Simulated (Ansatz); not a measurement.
**H₂F (doublet): one geometry, many settings at distance H1–H2 along a hydrogen transfer = 0.891 Å**

Aim: run H₂F (doublet) at one geometry under a spread of methods and options, and see what each costs and gives.

Program: Ansatz 0.2.0, Gaussian basis. Level of theory: the settings change from run to run. These are calculated values, not measurements.

6 further runs of the same task are left out: 6 that didn't finish.

### 1 The system

The geometry derives from fragments relaxed apart (PBE0/def2-TZVP) and kept rigid, so it is no stationary point. A hydrogen atom is moved between rigid fragments.

3 atoms, charge 0, spin multiplicity 2.

Atoms are counted from 1 here; the program's logs count them from 0.

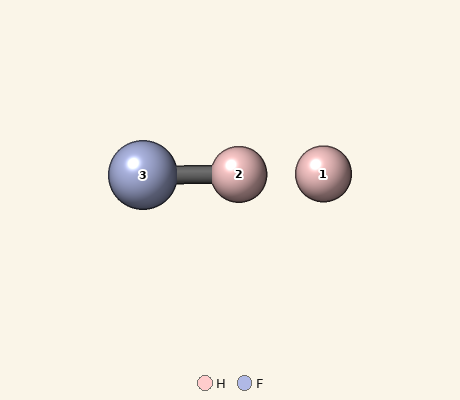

The geometry (hydrogen pink, fluorine light blue); atoms are numbered from 1 in the order of the file.

### 2 NEVPT4(SD)(9,6)/6-31G

in.yaml

```yaml
crystal:
  periodic: [false, false, false]
  atoms:
    - {symbol: H, position_ang: [0.000000, 0.000000, -0.930667]}
    - {symbol: H, position_ang: [0.000000, 0.000000, -0.039667]}
    - {symbol: F, position_ang: [0.000000, 0.000000, 0.970333]}
basis:
  gaussian: {orbitals: 6-31G}
magnetization: {spin_polarized: false, initial_magnetization: 1}
correlation: {method: fic_nevpt4_sd, electrons: valence, active_space: {window: {electrons: 9, orbitals: 6}, states: [{multiplicity: 2, weights: [1, 1]}], root: 0}}
```

Launch:

```console
$ ansatz run in.yaml --threads 1 --pin off --events-out ev --progress --plain --max-ram 2393MiB
```

What it wrote:

```text
Functional definition: HF
  name "HF"
  cite "Fock, Z. Phys. 61, 126 (1930) doi:10.1007/BF01340294"
  parent pbe
  exchange = exact_x
  correlation = 0
209 factors; integrals over basis functions are off by at most 6.0e-8 eV
mean field evaluation 1: about -2731.7337 eV, gradient 2.1e1 eV
mean field evaluation 2: about -2731.7360 eV, gradient 2.1e1 eV
mean field evaluation 4: about -2732.9384 eV, gradient 1.3e0 eV
mean field evaluation 8: about -2732.9601 eV, gradient 4.0e-3 eV
mean field evaluation 16: about -2729.9814 eV, gradient 4.1e-2 eV
mean field evaluation 32: about -2729.9797 eV, gradient 2.2e-5 eV
mean field -2732.96007120 eV, -100.4344301497 hartree, gradient 1.9e-6 eV, S^2 0.750000; 3 other end points of the search recorded, 0 dependent functions left out
reference -2732.96007120 eV, -100.4344301497 hartree; 6, 5 occupied and 7, 8 virtual orbitals, 209 factors
state -2733.72324464 eV, -100.4624762564 hartree
state -2730.26248562 eV, -100.3352957081 hartree
state -2733.72324464 eV, -100.4624762564 hartree; corrected -2736.79689477 eV, -100.5754308154 hartree
state -2730.26248562 eV, -100.3352957081 hartree; corrected -2732.86475676 eV, -100.4309274086 hartree
Total energy: -2736.79689477 eV, -100.5754308154 hartree
```

Run time: 0.48 s. Hardware: 1 thread of Arm Neoverse V2, shared host.

From the report: 32 determinants; active occupations (of the averaged states) 2.00, 2.00, 1.98, 1.50, 1.48, 0.04.

### 3 NEVPT2(3,3)/cc-pVDZ

in.yaml

```yaml
crystal:
  periodic: [false, false, false]
  atoms:
    - {symbol: H, position_ang: [0.000000, 0.000000, -0.930667]}
    - {symbol: H, position_ang: [0.000000, 0.000000, -0.039667]}
    - {symbol: F, position_ang: [0.000000, 0.000000, 0.970333]}
basis:
  gaussian: {orbitals: cc-pVDZ}
magnetization: {spin_polarized: false, initial_magnetization: 1}
correlation: {method: sc_nevpt2, electrons: outside_noble_gas, active_space: {window: {electrons: 3, orbitals: 3}}}
scf: {lower_state_search: off}
output: {forces: true}
```

The command is unchanged.

What it wrote, cut to the lines that bear on the results:

```text
Functional definition: HF
  name "HF"
  cite "Fock, Z. Phys. 61, 126 (1930) doi:10.1007/BF01340294"
  parent pbe
[...]
215 factors; integrals over basis functions are off by at most 1.5e-3 eV
[...]
mean field -2733.87573365 eV, -100.4680801242 hartree, gradient 2.9e-6 eV, S^2 0.750000; 0 other end points of the search recorded, 0 dependent functions left out
reference -2733.87573365 eV, -100.4680801242 hartree; 6, 5 occupied and 18, 19 virtual orbitals, 215 factors
state -2734.67922390 eV, -100.4976078460 hartree
state -2734.67922390 eV, -100.4976078460 hartree; corrected -2739.83050822 eV, -100.6869140533 hartree
[...]
Total energy: -2739.83050822 eV, -100.6869140533 hartree
Atom 0 at     0.000000     0.000000    -0.930667 Å, force    -0.000000    -0.000000    -3.163799 eV/Å
Atom 1 at     0.000000     0.000000    -0.039667 Å, force     0.000000     0.000000     3.129268 eV/Å
Atom 2 at     0.000000     0.000000     0.970333 Å, force    -0.000000    -0.000000     0.034531 eV/Å
Dipole moment:     0.000000     0.000000    -0.393774 e Å
Checks for a lower state left out: stability, starts, cluster_reference, orbital_swaps, neighbouring_geometries, increment
```

It took 0.15 s on 1 thread of Arm Neoverse V2, shared host.

From the report: 9 determinants; active occupations 1.97, 1.00, 0.02.

### 4 BCCD on ROHF/6-31G*

in.yaml

```yaml
crystal:
  periodic: [false, false, false]
  atoms:
    - {symbol: H, position_ang: [0.000000, 0.000000, -0.930667]}
    - {symbol: H, position_ang: [0.000000, 0.000000, -0.039667]}
    - {symbol: F, position_ang: [0.000000, 0.000000, 0.970333]}
basis:
  gaussian: {orbitals: "6-31G*"}
magnetization: {spin_polarized: false, initial_magnetization: 1}
correlation: {method: bccd, electrons: all}
```

The command is unchanged.

What it wrote, cut to the lines that bear on the results:

```text
Functional definition: HF
  name "HF"
  cite "Fock, Z. Phys. 61, 126 (1930) doi:10.1007/BF01340294"
  parent pbe
[...]
189 factors; integrals over basis functions are off by at most 6.1e-4 eV
[...]
mean field -2733.36072487 eV, -100.4491539005 hartree, gradient 3.5e-6 eV, S^2 0.750000; 1 other end points of the search recorded, 0 dependent functions left out
determinant -2733.36072487 eV, -100.4491539005 hartree, with singles and doubles -2738.77283516 eV, -100.6480452854 hartree
determinant -2730.19640112 eV, -100.3328671475 hartree, with singles and doubles -2734.58772487 eV, -100.4942453189 hartree
reference -2733.36072487 eV, -100.4491539005 hartree; 6, 5 occupied and 13, 14 virtual orbitals, 189 factors
second order -5.18624227 eV of doubles, -0.08797772 eV of singles
cycle   1  -5.41285770 eV  change   -7.5e-4 eV  update   7.9e-3
[...]
cycle   8  -5.40727258 eV  change   -7.4e-6 eV  update   4.6e-6
Total energy: -2738.76799745 eV, -100.6478675027 hartree
```

Run time: 0.39 s. Hardware: 1 thread of Arm Neoverse V2, shared host.

From the report: correlation -5.4073 eV; largest double amplitude 0.05.

### 5 CISD/def2-SVP

in.yaml, as its differences from that of step 4:

```diff
@@ -7,4 +7,4 @@
 basis:
-  gaussian: {orbitals: "6-31G*"}
+  gaussian: {orbitals: def2-SVP, point_charges: [{charge: 1.00, position_ang: [3.279, 0.800, -0.560]}]}
 magnetization: {spin_polarized: false, initial_magnetization: 1}
-correlation: {method: bccd, electrons: all}
+correlation: {active_space: {ras: {orbitals: [4, 1, 18], electrons: 9, max_holes: 2, max_particles: 2}, fixed_orbitals: true}}
```

Same command.

What it wrote:

```text
Functional definition: HF
  name "HF"
  cite "Fock, Z. Phys. 61, 126 (1930) doi:10.1007/BF01340294"
  parent pbe
  exchange = exact_x
  correlation = 0
230 factors; integrals over basis functions are off by at most 1.4e-3 eV
mean field evaluation 1: about -2730.1328 eV, gradient 2.1e1 eV
mean field evaluation 2: about -2730.1333 eV, gradient 2.1e1 eV
mean field evaluation 4: about -2731.3293 eV, gradient 1.6e0 eV
mean field evaluation 8: about -2731.3627 eV, gradient 1.1e-1 eV
mean field -2731.36285452 eV, -100.3757335192 hartree, gradient 3.3e-6 eV, S^2 0.750000; 0 other end points of the search recorded, 0 dependent functions left out
reference -2731.36285452 eV, -100.3757335192 hartree; 6, 5 occupied and 18, 19 virtual orbitals, 230 factors
state -2737.19865113 eV, -100.5901950893 hartree
Total energy: -2737.19865113 eV, -100.5901950893 hartree
```

It took 0.3 s on 1 thread of Arm Neoverse V2, shared host.

From the report: 13,955 determinants.

### 6 FCI/STO-3G

in.yaml

```yaml
crystal:
  periodic: [false, false, false]
  atoms:
    - {symbol: H, position_ang: [0.000000, 0.000000, -0.930667]}
    - {symbol: H, position_ang: [0.000000, 0.000000, -0.039667]}
    - {symbol: F, position_ang: [0.000000, 0.000000, 0.970333]}
basis:
  gaussian: {orbitals: STO-3G}
magnetization: {spin_polarized: false, initial_magnetization: 1}
correlation: {method: fci, electrons: outside_noble_gas}
```

The command is unchanged.

What it wrote, cut to the lines that bear on the results:

```text
Functional definition: HF
  name "HF"
  cite "Fock, Z. Phys. 61, 126 (1930) doi:10.1007/BF01340294"
  parent pbe
[...]
91 factors; integrals over basis functions are off by at most 5.4e-8 eV
[...]
mean field -2694.17863492 eV, -99.0092386533 hartree, gradient 9.8e-7 eV, S^2 0.750000; 4 other end points of the search recorded, 0 dependent functions left out
[...]
determinant -2694.17863492 eV, -99.0092386533 hartree, with singles and doubles -2695.34542601 eV, -99.0521174351 hartree
determinant -2692.79205226 eV, -98.9582826805 hartree, with singles and doubles -2693.35575397 eV, -98.9789983361 hartree
1 core orbitals not correlated: weight in the atoms' cores, before any rotation towards them, 1.000 or more for the frozen orbitals, at most 0.000 for the correlated occupied ones
reference -2694.17863492 eV, -99.0092386533 hartree; 5, 4 occupied and 1, 2 virtual orbitals, 91 factors
state -2695.34796050 eV, -99.0522105759 hartree
Total energy: -2695.34796050 eV, -99.0522105759 hartree
```

Wall time 0.12 s (1 thread of Arm Neoverse V2, shared host).

From the report: 32 determinants, symmetry A1.

### 7 BCCD(T) on UHF/def2-mTZVP

in.yaml

```yaml
crystal:
  periodic: [false, false, false]
  atoms:
    - {symbol: H, position_ang: [0.000000, 0.000000, -0.930667]}
    - {symbol: H, position_ang: [0.000000, 0.000000, -0.039667]}
    - {symbol: F, position_ang: [0.000000, 0.000000, 0.970333]}
basis:
  gaussian: {orbitals: def2-mTZVP, point_charges: [{charge: 0.50, position_ang: [2.968, 0.499, 0.326]}]}
magnetization: {spin_polarized: true, initial_magnetization: 1}
correlation: {method: bccd_t, electrons: outside_noble_gas}
output: {forces: true}
```

Same command.

What it wrote, cut to the lines that bear on the results:

```text
Functional definition: HF
  name "HF"
  cite "Fock, Z. Phys. 61, 126 (1930) doi:10.1007/BF01340294"
  parent pbe
[...]
220 factors; integrals over basis functions are off by at most 1.5e-3 eV
[...]
mean field -2735.04955412 eV, -100.5112172306 hartree, gradient 2.9e-6 eV, S^2 0.769864; 1 other end points of the search recorded, 0 dependent functions left out
determinant -2735.04955412 eV, -100.5112172306 hartree, with singles and doubles -2740.92310282 eV, -100.7270661642 hartree
determinant -2731.64699973 eV, -100.3861756631 hartree, with singles and doubles -2736.54385608 eV, -100.5661318148 hartree
1 core orbitals not correlated: weight in the atoms' cores, before any rotation towards them, 1.000 or more for the frozen orbitals, at most 0.000 for the correlated occupied ones
reference -2735.04955412 eV, -100.5112172306 hartree; 5, 4 occupied and 19, 20 virtual orbitals, 220 factors
second order -5.73843205 eV of doubles, -0.00000000 eV of singles
cycle   1  -5.85547741 eV  change    1.8e-2 eV  update   6.0e-3
[...]
cycle   9  -5.85653681 eV  change    2.6e-6 eV  update   2.0e-6
perturbative correction -0.13378695 eV, -0.0049165798 hartree
[...]
Total energy: -2741.03987788 eV, -100.7313575685 hartree
Atom 0 at     0.000000     0.000000    -0.930667 Å, force    -0.060366    -0.010149    -3.157744 eV/Å
Atom 1 at     0.000000     0.000000    -0.039667 Å, force    -0.232893    -0.039155     2.679161 eV/Å
Atom 2 at     0.000000     0.000000     0.970333 Å, force     0.311786     0.052419     0.356645 eV/Å
Dipole moment:    -0.021255    -0.003573    -0.456115 e Å
```

Wall time 0.9 s (1 thread of Arm Neoverse V2, shared host).

From the report: ⟨S²⟩ of the determinant 0.770 (pure doublet: 0.75); correlation -5.9903 eV; largest double amplitude 0.04.

### 8 MP2 on UHF/def2-SVP

in.yaml

```yaml
crystal:
  periodic: [false, false, false]
  atoms:
    - {symbol: H, position_ang: [0.000000, 0.000000, -0.930667]}
    - {symbol: H, position_ang: [0.000000, 0.000000, -0.039667]}
    - {symbol: F, position_ang: [0.000000, 0.000000, 0.970333]}
basis:
  gaussian: {orbitals: def2-SVP}
magnetization: {spin_polarized: true, initial_magnetization: 1}
correlation: {method: mp2, electrons: valence}
scf: {lower_state_search: off}
output: {forces: true}
```

Same command.

What it wrote, cut to the lines that bear on the results:

```text
Functional definition: HF
  name "HF"
  cite "Fock, Z. Phys. 61, 126 (1930) doi:10.1007/BF01340294"
  parent pbe
[...]
230 factors; integrals over basis functions are off by at most 1.4e-3 eV
[...]
mean field -2731.65747783 eV, -100.3865607265 hartree, gradient 1.0e-6 eV, S^2 0.768059; 0 other end points of the search recorded, 0 dependent functions left out
1 core orbitals not correlated: weight in the atoms' cores, before any rotation towards them, 1.000 or more for the frozen orbitals, at most 0.000 for the correlated occupied ones
reference -2731.65747783 eV, -100.3865607265 hartree; 5, 4 occupied and 18, 19 virtual orbitals, 230 factors
second order -5.62753815 eV of doubles, -0.00000000 eV of singles
[...]
Total energy: -2737.28501599 eV, -100.5933689390 hartree
Atom 0 at     0.000000     0.000000    -0.930667 Å, force    -0.000000     0.000000    -3.293173 eV/Å
Atom 1 at     0.000000     0.000000    -0.039667 Å, force     0.000000     0.000000     4.013610 eV/Å
Atom 2 at     0.000000     0.000000     0.970333 Å, force     0.000000    -0.000000    -0.720438 eV/Å
Dipole moment:    -0.000000    -0.000000    -0.435495 e Å
Checks for a lower state left out: starts, cluster_reference, orbital_swaps, neighbouring_geometries, increment
```

Run time: 0.12 s. Hardware: 1 thread of Arm Neoverse V2, shared host.

From the report: ⟨S²⟩ of the determinant 0.768 (pure doublet: 0.75).

### 9 MRCISD+Q(5,7)/def2-mTZVP

in.yaml

```yaml
crystal:
  periodic: [false, false, false]
  atoms:
    - {symbol: H, position_ang: [0.000000, 0.000000, -0.930667]}
    - {symbol: H, position_ang: [0.000000, 0.000000, -0.039667]}
    - {symbol: F, position_ang: [0.000000, 0.000000, 0.970333]}
basis:
  gaussian: {orbitals: def2-mTZVP}
magnetization: {spin_polarized: false, initial_magnetization: 1}
correlation: {method: fic_mrcisd_q, electrons: outside_noble_gas, active_space: {window: {electrons: 5, orbitals: 7}, states: [{multiplicity: 2, weights: [1, 1]}, {multiplicity: 4, weights: [1]}], root: 1}}
```

Launched as before.

What it wrote, cut to the lines that bear on the results:

```text
Functional definition: HF
  name "HF"
  cite "Fock, Z. Phys. 61, 126 (1930) doi:10.1007/BF01340294"
  parent pbe
[...]
353 factors; integrals over basis functions are off by at most 2.3e-7 eV
[...]
mean field -2734.84925727 eV, -100.5038564573 hartree, gradient 5.9e-6 eV, S^2 0.750000; 0 other end points of the search recorded, 0 dependent functions left out
reference -2734.84925727 eV, -100.5038564573 hartree; 6, 5 occupied and 19, 20 virtual orbitals, 353 factors
state -2736.39135979 eV, -100.5605276796 hartree
state -2732.47408826 eV, -100.4165706062 hartree
contracted CI cycle   1: correlation 0.00000000 eV, 0.0000000000 hartree, residual 2.60e1 eV
contracted CI cycle   2: correlation -4.26793344 eV, -0.1568436609 hartree, residual 4.63e0 eV
contracted CI cycle   3: correlation -4.42464909 eV, -0.1626028548 hartree, residual 1.27e0 eV
[...]
contracted CI cycle   2: correlation -3.90537845 eV, -0.1435200109 hartree, residual 4.23e0 eV
contracted CI cycle   3: correlation -4.03451968 eV, -0.1482658636 hartree, residual 1.04e0 eV
contracted CI cycle   4: correlation -4.04448907 eV, -0.1486322319 hartree, residual 3.25e-1 eV
contracted CI cycle   5: correlation -4.04541525 eV, -0.1486662684 hartree, residual 1.03e-1 eV
contracted CI cycle   6: correlation -4.04551246 eV, -0.1486698407 hartree, residual 3.65e-2 eV
contracted CI cycle   7: correlation -4.04552469 eV, -0.1486702902 hartree, residual 1.42e-2 eV
contracted CI cycle   8: correlation -4.04552647 eV, -0.1486703557 hartree, residual 5.50e-3 eV
contracted CI cycle   9: correlation -4.04552676 eV, -0.1486703663 hartree, residual 2.42e-3 eV
contracted CI cycle  10: correlation -4.04552682 eV, -0.1486703684 hartree, residual 9.88e-4 eV
state -2723.58406667 eV, -100.0898683385 hartree; corrected -2727.76507870 eV, -100.2435176966 hartree
Total energy: -2736.60418109 eV, -100.5683487182 hartree
```

Run time: 4.8 s. Hardware: 1 thread of Arm Neoverse V2, shared host.

From the report: 365 determinants; active occupations (of the averaged states) 1.97, 1.33, 1.32, 0.34, 0.02, 0.01, 0.01.

### 10 The runs in one table

```csv
level,correlated,functions,energy (eV),time
"NEVPT4(SD)(9,6)/6-31G (lowest root of an average)",valence,13,-2736.7969,0.48 s
"NEVPT2(3,3)/cc-pVDZ",outside noble gas,24,-2739.8305,0.15 s
BCCD on ROHF/6-31G*,all,19,-2738.7680,0.39 s
CISD/def2-SVP (beside a point charge),outside noble gas,24,-2737.1987,0.3 s
FCI/STO-3G,outside noble gas,7,-2695.3480,0.12 s
BCCD(T) on UHF/def2-mTZVP (beside a point charge),outside noble gas,25,-2741.0399,0.9 s
MP2 on UHF/def2-SVP,valence,24,-2737.2850,0.12 s
"MRCISD+Q(5,7)/def2-mTZVP (excited root 1 of an average)",outside noble gas,25,-2736.6042,4.8 s
```

### 11 Results

| quantity | value |
| --- | --- |
| runs | 8 |
| quickest | FCI/STO-3G, 0.12 s |
| slowest | MRCISD+Q(5,7)/def2-mTZVP (excited root 1 of an average), 4.8 s |

Total energies in different bases, with other cores or another treatment of relativity can't be set against each other. MRCISD+Q(5,7)/def2-mTZVP (excited root 1 of an average) took 40 times as long as FCI/STO-3G; the jobs differ in more than the method.
